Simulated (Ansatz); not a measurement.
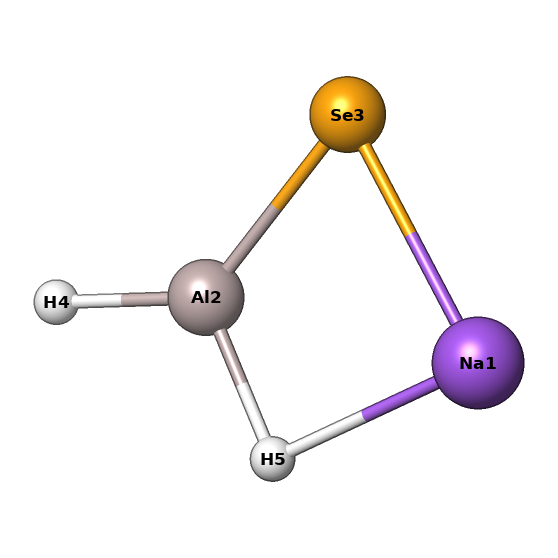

Atoms carry their numbers in the input. Computed geometry: PBE0-D4/def2-TZVP optimisation. No frequency run is at hand to confirm it as a minimum.

List the bonds and their lengths.

```
   bond  length (Å)
Na1–Se3       2.676
 Na1–H5       2.338
Al2–Se3       2.238
 Al2–H4       1.584
 Al2–H5       1.648
```
